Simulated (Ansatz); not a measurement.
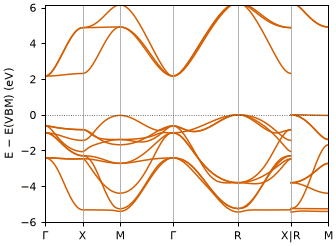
*Band structure from DFT-PBE in the program Ansatz with PAW potentials*

Problem. Read off the gap and where the band edges lie.

Solution. About 2.2 eV (2.16 eV by a search for the band edges); maximum at R, minimum at Γ.

The material is KTaO3 (cubic perovskite, Pm-3m).

The cell was relaxed with PBE under the symmetry of its start. At this level the phase is dynamically unstable (imaginary phonons). No spin polarisation was allowed. Scalar-relativistic: spin–orbit coupling is off unless named, which matters more the heavier the elements.

Potentials: the later of the program's two PAW sets.
